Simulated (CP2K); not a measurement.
# CH3BClF (SMILES FCBCl) at IPEA1-xTB

Aim: the energy difference between two shapes of CH3BClF at IPEA1-xTB, from 2 runs. 

The calculation is run with CP2K 2026.2.

3 further runs of the same task are left out: 3 set aside as unsound or not needed.

**1. The structure to begin with**

CH3BClF: 7 atoms, total charge 0, spin state singlet. SMILES: `FCBCl`. The shape is that of a GFN2-xTB optimisation. This is one conformer, not always the lowest.

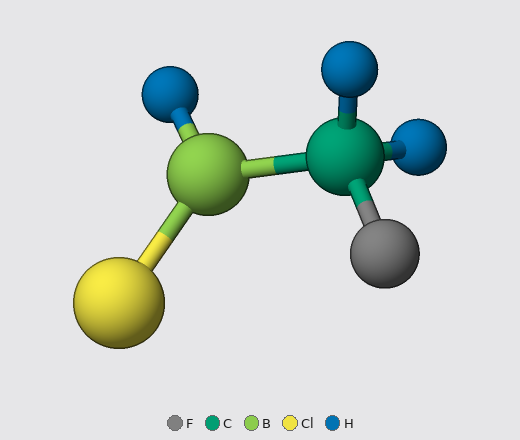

Viewed from a chosen angle; fluorine grey, carbon teal, boron green, chlorine yellow, hydrogen blue.

**2. Energy and forces at IPEA1-xTB**

job.inp

```
&GLOBAL
   PROJECT_NAME job
   RUN_TYPE ENERGY_FORCE
   PRINT_LEVEL MEDIUM
&END GLOBAL

&FORCE_EVAL
   METHOD Quickstep
   &DFT
      CHARGE 0
      MULTIPLICITY 1
      # Quickstep
      &QS
         METHOD XTB
         EPS_DEFAULT 1.0E-10
         &XTB
            GFN_TYPE TBLITE
            &TBLITE
               METHOD IPEA1
            &END TBLITE
            CHECK_ATOMIC_CHARGES F
         &END XTB
      &END QS
      &POISSON
         PERIODIC NONE
         POISSON_SOLVER ANALYTIC
      &END POISSON
      &SCF
         SCF_GUESS ATOMIC
         EPS_SCF 1.0E-06
         MAX_SCF 150
         ADDED_MOS 2
         &DIAGONALIZATION
            ALGORITHM STANDARD
         &END DIAGONALIZATION
         &MIXING
            METHOD DIRECT_P_MIXING
            ALPHA 0.4
         &END MIXING
         &SMEAR ON
            METHOD FERMI_DIRAC
            ELECTRONIC_TEMPERATURE [K] 300
         &END SMEAR
      &END SCF
      &PRINT
         &MOMENTS
            PERIODIC F
            REFERENCE COM
            MAX_MOMENT 1
         &END MOMENTS
         &MO ON
            ENERGIES T
            OCCUPATION_NUMBERS T
            NDIGITS 6
            &EACH
               QS_SCF 0
            &END EACH
            ADD_LAST NUMERIC
         &END MO
         &HIRSHFELD OFF
         &END HIRSHFELD
      &END PRINT
   &END DFT
   &SUBSYS
      &CELL
         ABC [angstrom] 14.8 15.3 14.1
         PERIODIC NONE
      &END CELL
      &COORD
         F     -1.399820     1.007520     0.124540
         C     -0.067450     0.655790     0.214790
         B      0.276930    -0.828690    -0.239470
         Cl    -0.906530    -1.879650    -0.793250
         H      0.481150     1.393300    -0.387630
         H      0.220570     0.829080     1.259860
         H      1.395160    -1.177350    -0.178840
      &END COORD
      &TOPOLOGY
         &CENTER_COORDINATES
         &END CENTER_COORDINATES
      &END TOPOLOGY
   &END SUBSYS
   &PRINT
      &FORCES ON
      &END FORCES
   &END PRINT
&END FORCE_EVAL
```

Started as:

```console
$ OMP_NUM_THREADS=1 cp2k.psmp -i job.inp -o job.out
```

Standard output:

```text
CP2K| version string:                                       CP2K version 2026.2
[...]
 GLOBAL| Method name                                                        CP2K
[...]
 GLOBAL| Run type                                                   ENERGY_FORCE
[...]
                             - Atoms:                                          7
[...]
                             - Spherical basis functions:                     30
[...]
 Number of electrons:                                                         24
[...]
  *** SCF run converged in    12 steps ***
[...]
  Fermi energy:                                                -0.31432429580977
[...]
 TB_DIPOLE| Moment [Debye]          1.70525818       0.00326611       0.26992995
 TB_DIPOLE| Derivative [a.u.]       0.00000000       0.00000000       0.00000000
[...]
 ENERGY| Total FORCE_EVAL ( QS ) energy [hartree]            -15.499155871918518
 FORCES| Atomic forces [hartree/bohr]
 FORCES|   Atom     x               y               z               |f|
 FORCES|      1 -5.55380347E-03 -8.38834491E-04 -1.19085949E-03   5.74164808E-03
 FORCES|      2  1.90299187E-03 -5.85727360E-03 -2.37523663E-03   6.60081670E-03
 FORCES|      3 -4.48005287E-03  8.71123546E-03  2.16715347E-03   1.00325994E-02
 FORCES|      4 -3.50302444E-03  6.14246071E-04 -3.22705634E-04   3.57108071E-03
 FORCES|      5  8.27368731E-04  1.12479952E-03  1.08799944E-03   1.77015699E-03
 FORCES|      6  1.19227258E-03  1.66613705E-03  9.33743972E-04   2.25153378E-03
 FORCES|      7  9.61424760E-03 -5.42031001E-03 -3.00095118E-04   1.10409952E-02
 FORCES| Sum     1.00613962E-16  1.05818132E-16  6.33174069E-17
 FORCES| Total atomic force                                       1.59153198E-16
[...]
```

Wall time 0.44 s (1 thread of Arm Neoverse N1, shared host); peak memory 0.14 GiB.

**3. The distorted shape, same level**

run.inp

```
&GLOBAL
   PROJECT_NAME run
   RUN_TYPE ENERGY_FORCE
   PRINT_LEVEL MEDIUM
&END
&FORCE_EVAL
   METHOD Quickstep
   &DFT
      CHARGE 0
      MULTIPLICITY 1
      &QS
         METHOD XTB
         EPS_DEFAULT 1.0E-10
         &XTB
            GFN_TYPE TBLITE
            &TBLITE
               METHOD IPEA1
            &END
            CHECK_ATOMIC_CHARGES F
         &END
      &END
      &POISSON
         PERIODIC NONE
         POISSON_SOLVER ANALYTIC
      &END
      &SCF
         SCF_GUESS ATOMIC
         EPS_SCF 1.0E-06
         MAX_SCF 150
         ADDED_MOS 2
         &DIAGONALIZATION
            ALGORITHM STANDARD
         &END
         &MIXING
            METHOD DIRECT_P_MIXING
            ALPHA 0.4
         &END
         &SMEAR ON
            METHOD FERMI_DIRAC
            ELECTRONIC_TEMPERATURE [K] 300
         &END
      &END
      &PRINT
         &MOMENTS
            PERIODIC F
            REFERENCE COM
            MAX_MOMENT 1
         &END
         &MO ON
            ENERGIES T
            OCCUPATION_NUMBERS T
            NDIGITS 6
            &EACH
               QS_SCF 0
            &END
            ADD_LAST NUMERIC
         &END
         &HIRSHFELD OFF
         &END
      &END
   &END
   &SUBSYS
      &CELL
         ABC [angstrom] 15 15.2 14.2
         PERIODIC NONE
      &END
      &COORD
         F     -1.518941     1.132587     0.081846
         C      0.033400     0.768329     0.262721
         B      0.313809    -0.910856    -0.028908
         Cl    -0.896513    -1.718359    -0.848382
         H      0.443446     1.438694    -0.310230
         H      0.097671     0.824531     1.377055
         H      1.496985    -1.187976    -0.231527
      &END
      &TOPOLOGY
         &CENTER_COORDINATES
         &END
      &END
   &END
   &PRINT
      &FORCES ON
      &END
   &END
&END
```

Started as:

```console
$ OMP_NUM_THREADS=1 cp2k.psmp -i run.inp > run.out 2>&1
```

Standard output:

```text
CP2K| version string:                                       CP2K version 2026.2
[...]
 GLOBAL| Method name                                                        CP2K
[...]
 GLOBAL| Run type                                                   ENERGY_FORCE
[...]
                             - Atoms:                                          7
[...]
                             - Spherical basis functions:                     30
[...]
 Number of electrons:                                                         24
[...]
  *** SCF run converged in    12 steps ***
[...]
  Fermi energy:                                                -0.34718780615000
[...]
 TB_DIPOLE| Moment [Debye]          2.34899568      -0.92847466       0.21865787
 TB_DIPOLE| Derivative [a.u.]       0.00000000       0.00000000       0.00000000
[...]
 ENERGY| Total FORCE_EVAL ( QS ) energy [hartree]            -15.438338973028035
 FORCES| Atomic forces [hartree/bohr]
 FORCES|   Atom     x               y               z               |f|
 FORCES|      1  7.55486501E-02 -2.47551515E-02  5.17331333E-03   7.96691862E-02
 FORCES|      2 -1.32441698E-01 -1.46642696E-01  9.74183901E-02   2.20307118E-01
 FORCES|      3  1.75341451E-02  7.41492962E-02 -4.28268920E-02   8.74054178E-02
 FORCES|      4 -3.65221051E-03 -8.83787424E-03  1.00196415E-02   1.38506273E-02
 FORCES|      5  6.24935271E-02  9.06182061E-02 -6.83203895E-02   1.29556072E-01
 FORCES|      6  6.43431949E-03  1.93820278E-02 -2.07013373E-02   2.90793541E-02
 FORCES|      7 -2.59167335E-02 -3.91380808E-03  1.92372740E-02   3.25125772E-02
 FORCES| Sum     1.04083409E-16 -1.09287579E-16  8.32667268E-17
 FORCES| Total atomic force                                       1.72367278E-16
[...]
```

It took 0.44 s on 1 thread of Arm Neoverse N1, shared host; peak memory 0.14 GiB.

**4. What came out**

At IPEA1-xTB:

```
                                                  quantity         value
                                 first shape: total energy  -15.49916 Eh
    first shape: dipole moment (from atomic charges alone)        1.73 D
                                  first shape: HOMO energy     -12.94 eV
                                  first shape: LUMO energy      -7.66 eV
                                first shape: HOMO–LUMO gap       5.28 eV
                     first shape: largest force on an atom    0.568 eV/Å
                             distorted shape: total energy  -15.43834 Eh
distorted shape: dipole moment (from atomic charges alone)        2.54 D
                              distorted shape: HOMO energy     -12.99 eV
                              distorted shape: LUMO energy      -8.55 eV
                            distorted shape: HOMO–LUMO gap       4.44 eV
                 distorted shape: largest force on an atom   11.329 eV/Å
                    energy change with the atoms displaced      1.655 eV
```

In words: With the atoms displaced the energy rises by 1.65 eV (160 kJ/mol). The first shape isn't relaxed at this level, so the change isn't measured from a minimum. The largest force (first shape) is 0.57 eV/Å: the shape isn't a stationary point for this species at this level. The dipole (first shape) comes from point charges on the atoms alone, without atomic dipoles, so it is partial. The dipole (distorted shape) comes from point charges on the atoms alone, without atomic dipoles, so it is partial.
